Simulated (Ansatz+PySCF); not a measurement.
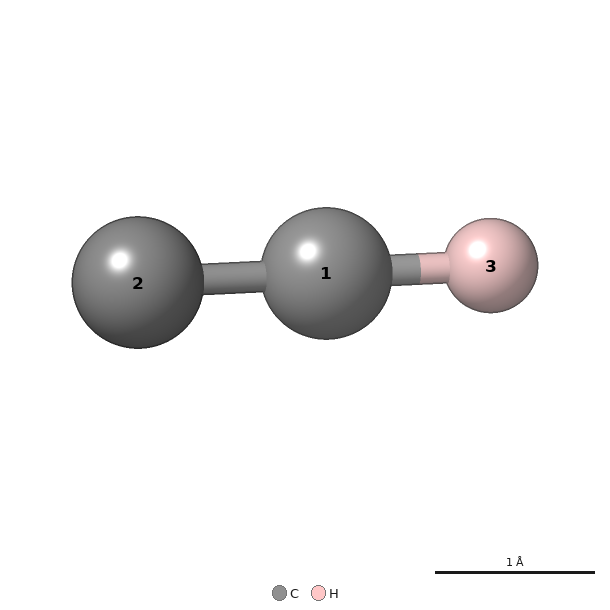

Source: calculation with Ansatz+PySCF.

Orthographic view. Distant atoms are faded towards the background colour. The species is neutral and a spin doublet. Geometry: a fixed input geometry, not necessarily a minimum.

Write a Z-matrix (Å, degrees) in the order of the atom numbers, with these reference atoms: 2 to 1; 3 to 1, 2.

```
C  
C    1   1.213
H    1   1.058   2   180.0
```
